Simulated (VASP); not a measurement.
Band structure of Au (space group P6_3/mmc). Calculation: r2SCAN meta-GGA, VASP's PBE PAW potentials (set 64) (plane waves; VASP 6.6.1).

Unless said otherwise, spin-orbit coupling is left out, though it shifts the bands of the heavy elements here.

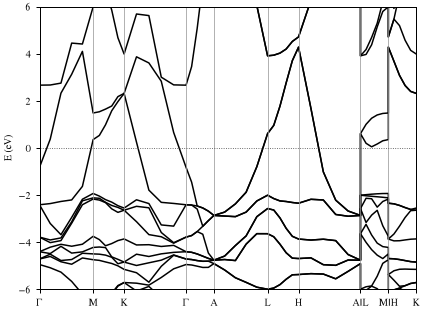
Fig. 1. Bands along high-symmetry lines, zero at the valence-band maximum or, without a gap, the Fermi level

Q: Read the plot: is there a gap, and where are the band edges?

A: It has no gap at this level: it comes out as a metal or semimetal.

The structure comes from a measured Au entry (P6_3/mmc) of the Crystallography Open Database, whose conditions weren't checked. It was relaxed first.
